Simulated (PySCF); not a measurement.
**C2H6Cl4Si2: one change and its effect**

System: C2H6Cl4Si2, SMILES C[Si](Cl)(Cl)[Si](C)(Cl)Cl.
Method of run 1: GIAO wB97X-D/pcSseg-1 NMR shielding, non-relativistic, gas phase (PySCF 2.14.0).

The geometry comes from this level: PBE0-D3(BJ)/def2-SVP. Text and figures count atoms from 1; the logs count them from 0 in places.

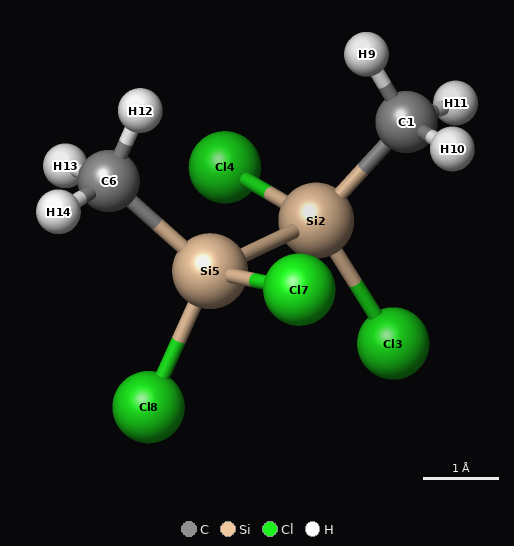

Figure 1. The structure as given in the input (ball-and-stick view, seen at a tilt; atoms are numbered from 1 in the order of the input).

**The input, run 1**
```
{"job": {"kind": "nmr", "xc": "wB97X-D", "basis": "pcSseg-1", "pop": false}, "charge": 0, "multiplicity": 1}
C      0.723631     2.031276     0.946144
Si    -0.130919     1.161139    -0.454873
Cl     0.167178     2.219661    -2.201004
Cl    -2.169148     1.059067    -0.069074
Si     0.582793    -1.036437    -0.784813
C     -0.072311    -2.243614     0.466201
Cl     2.656609    -0.994869    -0.682919
Cl     0.016738    -1.632808    -2.677515
H      0.527562     1.509764     1.895475
H      1.809152     2.041120     0.764041
H      0.365173     3.068187     1.030913
H      0.306381    -1.996313     1.469643
H     -1.172088    -2.200179     0.479233
H      0.242009    -3.267126     0.211868
```

The first line tells a small driver script what to run in PySCF; the rest is the geometry in Å.

Hardware: 1 CPU thread, shared host.

**Output (run 1)**
```
coarse grid: 15640 points
cycle   1  E = -2499.5379536168  dE =  7.731e-01  |g| = 5.781e-01  |ddm| = 3.419e+00
cycle   2  E = -2499.5645109221  dE = -2.656e-02  |g| = 5.557e-01  |ddm| = 1.377e+00
cycle   3  E = -2499.6410476668  dE = -7.654e-02  |g| = 3.203e-02  |ddm| = 6.419e-01
cycle   4  E = -2499.6413667625  dE = -3.191e-04  |g| = 1.466e-02  |ddm| = 5.482e-02
cycle   5  E = -2499.6414317183  dE = -6.496e-05  |g| = 4.764e-03  |ddm| = 2.138e-02
cycle   6  E = -2499.6414397594  dE = -8.041e-06  |g| = 1.032e-03  |ddm| = 7.706e-03
final grid: 125488 points
cycle   7  E = -2499.7081188495  dE = -2.007e-04  |g| = 8.502e-03  |ddm| = 4.213e-02
cycle   8  E = -2499.7081261326  dE = -7.283e-06  |g| = 7.219e-03  |ddm| = 1.829e-02
cycle   9  E = -2499.7081374702  dE = -1.134e-05  |g| = 5.931e-04  |ddm| = 7.359e-03
cycle  10  E = -2499.7081375554  dE = -8.522e-08  |g| = 2.351e-04  |ddm| = 9.477e-04
cycle  11  E = -2499.7081375714  dE = -1.598e-08  |g| = 5.032e-05  |ddm| = 3.385e-04
cycle  12  E = -2499.7081375726  dE = -1.151e-09  |g| = 2.038e-05  |ddm| = 1.377e-04
cycle  13  E = -2499.7081375727  dE = -1.314e-10  |g| = 4.477e-06  |ddm| = 2.865e-05
converged SCF energy = -2499.7081375727

GIAO shielding tensors (ppm)
atom      isotropic    diamagn.    paramagn.     s11        s22        s33       span
  0 C      177.405     256.317     -78.912    166.143    177.081    188.992     22.850
  1 Si     310.896     877.723    -566.826    281.374    310.870    340.446     59.072
  2 Cl     885.186    1148.216    -263.030    759.403    907.171    988.985    229.581
  3 Cl     879.571    1149.812    -270.240    746.324    906.595    985.795    239.471
  4 Si     310.934     877.388    -566.454    281.569    310.680    340.553     58.984
  5 C      177.468     256.399     -78.931    166.034    177.150    189.219     23.184
  6 Cl     879.338    1148.953    -269.615    744.993    906.736    986.285    241.291
  7 Cl     885.080    1148.274    -263.195    760.355    906.625    988.260    227.905
  8 H       30.974      31.766      -0.792     26.987     28.646     37.290     10.302
  9 H       30.541      30.094       0.447     25.947     29.217     36.459     10.512
 10 H       30.333      27.751       2.583     26.005     27.862     37.132     11.127
 11 H       30.973      31.511      -0.539     27.008     28.584     37.327     10.319
 12 H       30.533      31.093      -0.559     25.849     29.305     36.447     10.598
 13 H       30.332      27.462       2.870     25.986     27.892     37.117     11.130
```

The input of run 2 differs as follows (lines with − go, lines with + come):
```diff
-"xc": "wB97X-D"
+"xc": "WP04"
```

How does run 2 compare with run 1?

The total energies belong to different methods, so their difference says nothing on which is more stable or more accurate. The HOMO goes from −10.04 to −9.45 eV. The LUMO goes from 0.91 to −2.60 eV. Of all shieldings, the largest change is that of Cl3 and Cl8, by −14.4 ppm. The functional changes from wB97X-D to WP04. Exact exchange removes part of the self-interaction error of semilocal functionals, which pushes filled and empty levels apart. The number of SCF iterations is the same.

**Output (run 2)**
```
coarse grid: 15640 points
cycle   1  E = -2524.7570419413  dE =  6.131e-01  |g| = 9.892e-01  |ddm| = 3.595e+00
cycle   2  E = -2524.5748405212  dE =  1.822e-01  |g| = 1.272e+00  |ddm| = 2.289e+00
cycle   3  E = -2524.9688054129  dE = -3.940e-01  |g| = 1.810e-01  |ddm| = 1.523e+00
cycle   4  E = -2524.9772676496  dE = -8.462e-03  |g| = 4.297e-02  |ddm| = 2.602e-01
cycle   5  E = -2524.9777123513  dE = -4.447e-04  |g| = 1.807e-02  |ddm| = 6.077e-02
cycle   6  E = -2524.9777914738  dE = -7.912e-05  |g| = 2.589e-03  |ddm| = 2.034e-02
cycle   7  E = -2524.9777929759  dE = -1.502e-06  |g| = 3.653e-04  |ddm| = 3.025e-03
final grid: 125488 points
cycle   8  E = -2525.0171571745  dE = -3.464e-05  |g| = 7.409e-03  |ddm| = 2.499e-02
cycle   9  E = -2525.0171434429  dE =  1.373e-05  |g| = 1.016e-02  |ddm| = 1.563e-02
cycle  10  E = -2525.0171706288  dE = -2.719e-05  |g| = 7.907e-04  |ddm| = 1.009e-02
cycle  11  E = -2525.0171707405  dE = -1.117e-07  |g| = 3.075e-04  |ddm| = 1.340e-03
cycle  12  E = -2525.0171707662  dE = -2.575e-08  |g| = 5.570e-05  |ddm| = 4.133e-04
cycle  13  E = -2525.0171707669  dE = -6.767e-10  |g| = 1.423e-05  |ddm| = 8.058e-05
converged SCF energy = -2525.0171707669

GIAO shielding tensors (ppm)
atom      isotropic    diamagn.    paramagn.     s11        s22        s33       span
  0 C      165.024     256.242     -91.218    154.551    163.789    176.733     22.182
  1 Si     297.236     881.032    -583.795    270.753    296.401    324.555     53.803
  2 Cl     870.793    1152.192    -281.399    738.767    878.081    995.531    256.764
  3 Cl     866.164    1154.162    -287.999    727.521    876.806    994.163    266.642
  4 Si     297.266     880.652    -583.386    270.912    296.174    324.712     53.800
  5 C      165.074     256.394     -91.321    154.435    163.855    176.932     22.497
  6 Cl     865.939    1153.081    -287.142    726.338    877.187    994.293    267.955
  7 Cl     870.699    1152.269    -281.571    739.661    877.293    995.142    255.480
  8 H       31.100      32.616      -1.516     27.475     28.938     36.887      9.412
  9 H       30.675      30.465       0.211     26.436     29.531     36.059      9.623
 10 H       30.502      27.638       2.864     26.501     28.251     36.754     10.253
 11 H       31.096      32.303      -1.207     27.488     28.882     36.917      9.429
 12 H       30.670      31.782      -1.113     26.343     29.618     36.049      9.707
 13 H       30.500      27.277       3.224     26.483     28.279     36.739     10.256
```

**The two runs side by side**

| quantity | run 1 | run 2 |
| --- | --- | --- |
| outcome | converged | converged |
| total energy (hartree) | −2499.708138 | −2525.017171 |
| HOMO (eV) | −10.04 | −9.45 |
| LUMO (eV) | 0.91 | −2.60 |
| dipole moment (D) | 3.28 | 3.28 |
| shielding of Si2 (ppm) | 310.9 | 297.2 |
| shielding of Cl3 (ppm) | 885.2 | 870.8 |
| shielding of Cl4 (ppm) | 879.6 | 866.2 |
| shielding of Si5 (ppm) | 310.9 | 297.3 |
| shielding of C6 (ppm) | 177.5 | 165.1 |
| shielding of Cl7 (ppm) | 879.3 | 865.9 |
| shielding of Cl8 (ppm) | 885.1 | 870.7 |
| SCF iterations | 13 | 13 |
| basis functions | 208 | 208 |
| wall time (shared host) | 81 s | 55 s |
